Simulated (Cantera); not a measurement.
Input: 1 mol BF3, 0.6 mol N2, held at 66.0 Pa.

Equilibrium computed with Cantera from the NASA thermochemical tables; the gas is ideal and each condensed phase is pure. Candidate condensed phases: B, BN; 13 gas species. The tables' values for BF2 are old estimates; treat these amounts as uncertain. Equilibrium is a limit: real reactors are often held back by kinetics, nucleation or transport.

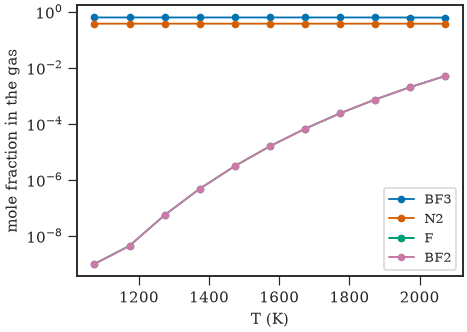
Fig. 1. Equilibrium gas composition (values under 1e-9 drawn at 1e-9)

Read off the mole fractions at 1573 K.

BF3 about 0.62, N2 about 0.37, F about 1.6e-5, BF2 about 1.6e-5.
